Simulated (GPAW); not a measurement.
# P K-edge XANES of InP (F-43m)

Aim: the dependence of the P K near-edge features of InP (F-43m) on volume.

Method: X-ray absorption from dipole matrix elements to empty bands, plane-wave PAW PBE, in GPAW 26.7.0.

The database entry behind the starting cell differs from later determinations by our own check (0.1 to 0.3 % short, probably kX units), so it need not match the best structure at ambient conditions.

**1. Starting point**

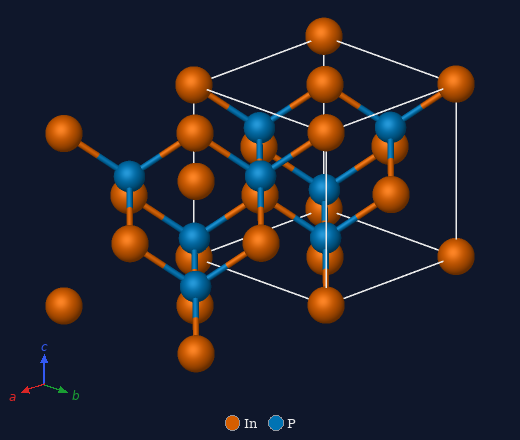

Start, viewed from a free direction; indium orange, phosphorus blue. 2×1×1 cells are drawn. This picture shows the conventional cell, with its axes. Bonds to atoms that aren't drawn are left out. Some periodic images of atoms are drawn too.

**2. The field without a hole**

The ground state comes first: it tells whether the system has a gap, which decides how the excited electron is treated.

Contents of scf.py:

```python
import numpy as np
from ase import Atoms
from ase.parallel import parprint, paropen
from gpaw import GPAW, PW, FermiDirac, Mixer, MixerDif, setup_paths
from gpaw.test import gen
setup_paths.insert(0, '.')
gen('P', name='nch1s', xcname='PBE', corehole=(1, 0, 0), write_xml=True)
from gpaw.mpi import world
world.barrier()

atoms = Atoms('InP',
    cell=[[0, 2.9305, 2.9305],
     [2.9305, 0, 2.9305],
     [2.9305, 2.9305, 0]],
    scaled_positions=[[0, 0, 0],
     [0.75, 0.75, 0.75]],
    pbc=True)
atoms.calc = calc = GPAW(legacy_gpaw=True, mode=PW(430, force_complex_dtype=True), xc='PBE', setups={1: 'nch1s'},
    kpts={'size': (7, 7, 7), 'gamma': True}, occupations=FermiDirac(0.05),
    charge=0, mixer=Mixer(0.1, 5, 50), maxiter=150,
    convergence={'density': 0.0001, 'eigenstates': 1e-6}, txt='scf.txt')
energy = atoms.get_potential_energy() + calc.get_reference_energy()
ef = calc.get_fermi_level()
out = dict(energy=energy, fermi=ef, forces=atoms.get_forces().tolist())
parprint(f'all-electron energy {energy:.4f} eV, Fermi level {ef:.4f} eV')
ev = np.array([[calc.get_eigenvalues(k, s) for k in range(len(calc.get_ibz_k_points()))] for s in range(calc.get_number_of_spins())])
out['homo'], out['lumo'], out['counts'] = ev[ev < ef].max(), ev[ev > ef].min(), sorted(set((ev < ef).sum((0, 2)).tolist()))
out['filled'] = (ev[:, 0] < ef).sum(1).tolist()
import json
with paropen('out.json', 'w') as f:
    json.dump(out, f)
```

Command:

```console
OMP_NUM_THREADS=1 mpirun -n 4 gpaw python scf.py
```

Numbers of over 12 decimals in the logs are rounded to 6 here.

Output:

```text
Input parameters:
  convergence: {density: 0.0001,
                eigenstates: 1e-06}
  kpts: {gamma: True,
         size: (7, 7, 7)}
  maxiter: 150
  mixer: {backend: pulay,
          beta: 0.1,
          method: separate,
          nmaxold: 5,
          weight: 50}
  mode: {ecut: 430.0,
         force_complex_dtype: True,
         name: pw}
  occupations: {fixmagmom: False,
                name: fermi-dirac,
                width: 0.05}
  setups: {1: nch1s}
  xc: PBE

Initialize ...

[... PAW data sets ...]

Reference energy: -169278.333583  # eV

Spin-paired calculation

[... convergence settings ...]
Symmetries present (total): 24
  [... symmetry matrices ...]

343 k-points: 7 x 7 x 7 Monkhorst-Pack grid
20 k-points in the irreducible part of the Brillouin zone
       k-points in crystal coordinates                weights
   0:     0.00000000    0.00000000    0.00000000          1/343
   1:     0.14285714    0.14285714    0.00000000          6/343
   2:     0.14285714    0.14285714    0.14285714          8/343
   3:     0.28571429    0.14285714    0.14285714         12/343
   4:     0.28571429    0.28571429    0.00000000          6/343
   5:     0.28571429    0.28571429    0.14285714         24/343
   6:     0.28571429    0.28571429    0.28571429          8/343
   7:     0.42857143   -0.28571429   -0.28571429         12/343
   8:     0.42857143    0.28571429   -0.42857143         48/343
   9:     0.42857143    0.28571429   -0.28571429         24/343
          ...
  19:     0.42857143    0.42857143    0.42857143          8/343

Wave functions: Plane wave expansion
  Cutoff energy: 430.000 eV
  Number of coefficients (min, max): 965, 1032
  Pulay-stress correction: 0.000000 eV/Ang^3 (de/decut=0.000000)
  Using FFTW library
  Wavefunction extrapolation:
    Improved wavefunction reuse through dual PAW basis

Occupation numbers: Fermi-Dirac:
  width: 0.0500  # eV

Eigensolver
   Davidson(niter=2)

Densities:
  Coarse grid: 20*20*20 grid
  Fine grid: 40*40*40 grid
  Total Charge: 0.000000

Density mixing:
  Method: separate
  Backend: pulay
  Linear mixing parameter: 0.1
  old densities: 5
  Width of damping distribution: 1.1
  Damping of long wavelength oscillations: 50

[... Hamiltonian set-up ...]
Number of atoms: 2
Number of atomic orbitals: 13
Number of bands in calculation: 13
Number of valence electrons: 18
Bands to converge: occupied

... initialized

Initializing position-dependent things.

Density initialized from atomic densities
Creating initial wave functions:
  13 bands from LCAO basis set

                     P

       In

Atomic positions and initial magnetic moments

Positions:
   0 In     0.000000    0.000000    0.000000    ( 0.0000,  0.0000,  0.0000)
   1 P      4.395750    4.395750    4.395750    ( 0.0000,  0.0000,  0.0000)

Unit cell:
           periodic     x           y           z      points  spacing
  1. axis:    yes    0.000000    2.930500    2.930500    20     0.1692
  2. axis:    yes    2.930500    0.000000    2.930500    20     0.1692
  3. axis:    yes    2.930500    2.930500    0.000000    20     0.1692

  Lengths:   4.144353   4.144353   4.144353
  Angles:   60.000000  60.000000  60.000000

Effective grid spacing dv^(1/3) = 0.1846

iter:   1    -8.879672
iter:   2    -8.740852   -1.96  -1.11
iter:   3    -8.530712   -1.59  -1.18
iter:   4    -8.525396   -3.35  -1.57
iter:   5    -8.528075c  -3.01  -1.65
iter:   6    -8.526120c  -3.54  -2.60
iter:   7    -8.526091c  -4.57  -2.50
iter:   8    -8.525977c  -5.17  -2.84
iter:   9    -8.525970c  -5.26  -3.06
iter:  10    -8.525969c  -6.34c -3.59
iter:  11    -8.525969c  -7.35c -4.23c

Converged after 11 iterations.

Dipole moment: (2.734948, 2.734948, 2.734948) |e|*Ang

Energy contributions relative to reference atoms: (reference = -169278.333583)

Kinetic:        +23.234157
Potential:      -21.327036
External:        +0.000000
XC:             -10.668737
Entropy (-ST):   -0.000007
Local:           +0.235651
SIC:             +0.000000
--------------------------
Free energy:     -8.525973
Extrapolated:    -8.525969

Showing only first 2 kpts
 Kpt  Band  Eigenvalues  Occupancy
  0     7      4.92147    1.99903
  0     8      4.92147    1.99903
  0     9      5.62708    0.00306
  0    10      8.98453    0.00000

  1     7      4.27475    2.00000
  1     8      4.27475    2.00000
  1     9      7.31708    0.00000
  1    10      8.21349    0.00000

Fermi level: 5.30304

Gap: 0.706 eV
Transition (v -> c):
  (s=0, k=0, n=8, [0.00, 0.00, 0.00]) -> (s=0, k=0, n=9, [0.00, 0.00, 0.00])
No difference between direct/indirect transitions

Forces in eV/Ang:
  0 In   -0.00000   -0.00000   -0.00000
  1 P     0.00000   -0.00000   -0.00000
Scalar-relativistic atomic PBE calculation for P (Phosphorus, Z=15)
Core hole in 1s state (1s occupation: 2.0)
450 radial gridpoints.
|------------------------------------------------|
|------------------------------------------------|
[... the atom generator's iteration count ...]

Energy contributions:
-------------------------
Kinetic:     +342.906436
XC:           -22.991824
Potential:   -661.790396
-------------------------
Total:       -341.875784

state      eigenvalue         ekin         rmax
-----------------------------------------------
1s^2.0 :   -76.579645   106.980195        0.068
2s^2.0 :    -6.393391    15.726762        0.419
2p^6.0 :    -4.575064    14.823216        0.354
3s^2.0 :    -0.513310     2.126100        1.575
3p^3.0 :    -0.202354     1.433676        1.835
-----------------------------------------------
(units: Bohr and Hartree)

Generating PAW setup
Kinetic energy of the core from tauc = 335.182992
Cutoffs:
rc(s)=1.800
rc(p)=1.800
rc(d)=1.800
rc(vbar)=1.620
rc(comp)=1.800
rc(nct)=1.800

Kinetic energy of the core states: 334.353209
Charge: 0.0
Core electrons: 10.0
Valence electrons: 5.0
Pseudo-core charge: 0.177519
Shape function alpha=3.086
Pseudo-electron charge 5.446445
state    eigenvalue         norm
--------------------------------
3s(2) :    -0.513310     1.123125
*s    :     0.486690
3p(3) :    -0.202354     1.007558
*p    :     0.797646
*d    :     0.000000
--------------------------------

Diagonalizing with gridspacing h=0.050

state   all-electron     PAW
-------------------------------
3s:      -0.513310    -0.513614
3p:      -0.202354    -0.202609
*d:                    0.037583
*f:                    0.071811
-------------------------------
all-electron energy -169286.8596 eV, Fermi level 5.3030 eV
```

The job ended after 4.2 s (4 MPI ranks of Arm Neoverse V1, shared host; peak memory 0.16 GiB).

The mesh shows a gap of 0.71 eV, so the hole is first treated in a charged cell, without the excited electron.

**3. Supercell without a hole, the energy reference**

The photon energy needs a difference of total energies, so the cell and mesh of the coming hole run are first run without a hole.

scf.py: that of step 2 with these lines changed.

```diff
@@ -10,11 +10,17 @@
 
-atoms = Atoms('InP',
-    cell=[[0, 2.9305, 2.9305],
-     [2.9305, 0, 2.9305],
-     [2.9305, 2.9305, 0]],
+atoms = Atoms('In4P4',
+    cell=[[0, -5.861, 0],
+     [-5.861, 0, 0],
+     [0, 0, -5.861]],
     scaled_positions=[[0, 0, 0],
-     [0.75, 0.75, 0.75]],
+     [0.5, 0, 0.5],
+     [0, 0.5, 0.5],
+     [0.5, 0.5, 0],
+     [0.25, 0.25, 0.25],
+     [0.75, 0.25, 0.75],
+     [0.25, 0.75, 0.75],
+     [0.75, 0.75, 0.25]],
     pbc=True)
-atoms.calc = calc = GPAW(legacy_gpaw=True, mode=PW(430, force_complex_dtype=True), xc='PBE', setups={1: 'nch1s'},
-    kpts={'size': (7, 7, 7), 'gamma': True}, occupations=FermiDirac(0.05),
+atoms.calc = calc = GPAW(legacy_gpaw=True, mode=PW(430, force_complex_dtype=True), xc='PBE', setups={4: 'nch1s'},
+    kpts={'size': (3, 3, 3), 'gamma': True}, occupations=FermiDirac(0.02),
     charge=0, mixer=Mixer(0.1, 5, 50), maxiter=150,
```

Output:

```text
Input parameters:
  convergence: {density: 0.0001,
                eigenstates: 1e-06}
  kpts: {gamma: True,
         size: (3, 3, 3)}
  maxiter: 150
  mixer: {backend: pulay,
          beta: 0.1,
          method: separate,
          nmaxold: 5,
          weight: 50}
  mode: {ecut: 430.0,
         force_complex_dtype: True,
         name: pw}
  occupations: {fixmagmom: False,
                name: fermi-dirac,
[...]
3s(2) :    -0.513310     1.123125
*s    :     0.486690
3p(3) :    -0.202354     1.007558
*p    :     0.797646
*d    :     0.000000
--------------------------------

Diagonalizing with gridspacing h=0.050

state   all-electron     PAW
-------------------------------
3s:      -0.513310    -0.513614
3p:      -0.202354    -0.202609
*d:                    0.037583
*f:                    0.071811
-------------------------------
all-electron energy -677147.3964 eV, Fermi level 5.2897 eV
[key lines of the parts left out:]
Converged after 11 iterations.
Dipole moment: (0.000059, 0.000059, 0.000059) |e|*Ang
Free energy:    -34.062839
Fermi level: 5.28970
```

Wall time 9.9 s (4 MPI ranks); peak memory 0.2 GiB; 39 s of CPU time.

Reference energy: -677147.396 eV with the cores included.

(Part 1 of 3 ends here.)

[Banner, clock and machine lines of the logs are left out without a mark of their own.]

[Logs are printed without paths, hosts, clocks, repeated set-up lines and the standing remarks that a program may print on its own settings, such as how far it seeks lower states.]

[Hosts, paths, dates, database ids (printed as entryN), source tags and the programs' standing remarks are cut or masked in the printed files.]

[Lists of maxima count a maximum above −3 eV only where it reaches 4 % of the highest in the window and stands out from its surroundings by 2 % of it (1.5 % where it reaches 55 %); shoulders and weaker maxima are passed over, and of the rest the first, up to two pre-edge ones and the few strongest are named.]
